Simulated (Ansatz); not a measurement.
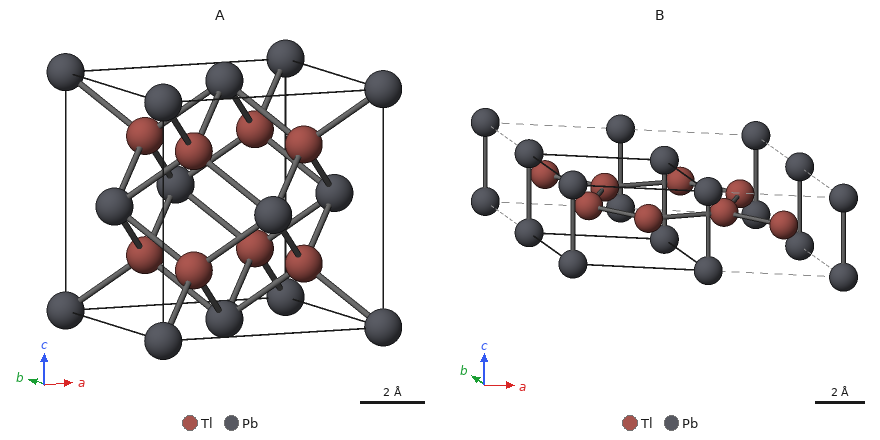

Two structures of Tl2Pb, each relaxed to rest (conventional cells in solid outline, small ones repeated, not to one scale). Method: DFT PBE, scalar-relativistic, plane waves, PAW (Ansatz 0.2.0), without spin polarisation.

What are A and B?

Answer. A: antifluorite, Fm-3m. B: AlB₂ type, P6/mmm.

Compare their energies: which is lower?

Answer. B is lower, by 82 meV/atom at this level of theory (energies at zero smearing). Volumes: A 36.4, B 31.9 Å³/atom.

One or both may be structure types tried for this composition rather than known phases.
